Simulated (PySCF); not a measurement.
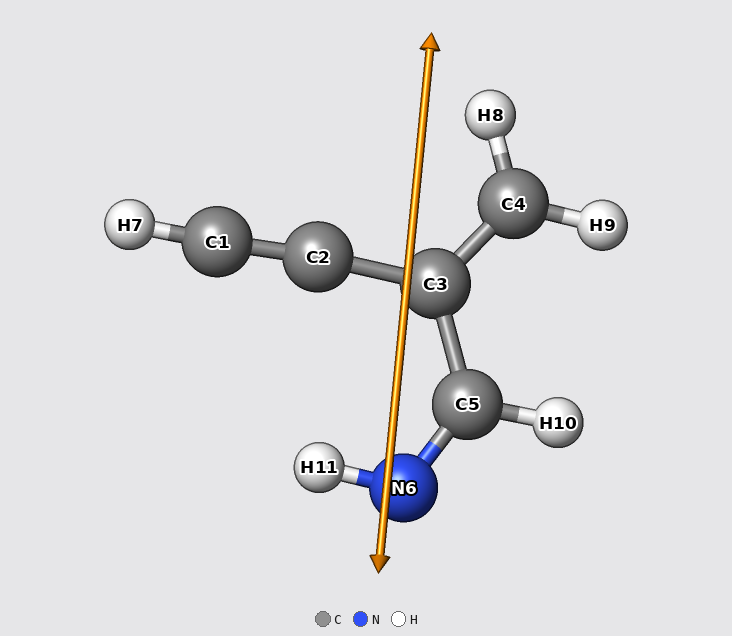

The double arrow shows the direction of the transition dipole to excited singlet state 5 (its length means nothing). Computed geometry: GFN2-xTB optimisation. No frequency run is at hand to confirm it as a minimum. Properties computed with TDDFT CAM-B3LYP/def2-SVPD, vertical, gas phase, core orbitals frozen in the response (PySCF 2.14.0).

How is the transition polarised?

In the molecular plane, close to the long direction C4···N6.

Give its energy, strength and character.

6.66 eV (186 nm), oscillator strength 0.21, of mixed character, with the largest part HOMO → LUMO+1 (weight 0.42); transition dipole 2.89 D.
